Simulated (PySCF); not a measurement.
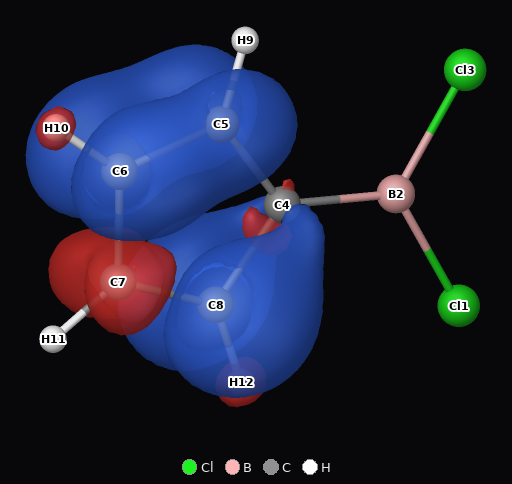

The picture shows: C5H4BCl2 (doublet). Isosurfaces of the spin density at +0.015 (blue) and −0.015 e/Å³ (red), seen at a tilt.

Geometry: GFN2-xTB.

Level of theory: UKS B3LYP, pcH-1 on B C Cl H, non-relativistic, mean-field spin-orbit, GIAO in PySCF.

| atom | x (Å) | y (Å) | z (Å) |
| --- | --- | --- | --- |
| Cl | 2.2330 | -2.4579 | 0.0247 |
| B | 1.9598 | -0.7534 | 0.1426 |
| Cl | 3.3266 | 0.2784 | 0.3796 |
| C | 0.5502 | -0.1769 | 0.0407 |
| C | 0.1613 | 1.1447 | 0.1131 |
| C | -1.2620 | 1.2194 | -0.0322 |
| C | -1.7563 | -0.0722 | -0.1958 |
| C | -0.6842 | -0.9432 | -0.1577 |
| H | 0.8111 | 1.9871 | 0.2565 |
| H | -1.8374 | 2.1271 | -0.0150 |
| H | -2.7867 | -0.3410 | -0.3288 |
| H | -0.7142 | -2.0127 | -0.2537 |

Q: Which atoms carry the spin?

A: The unpaired spin (1 electron) lies mostly on C8 (about 0.4), C6 (about 0.3) and C5 (about 0.2), in electrons by Hirshfeld's partition.
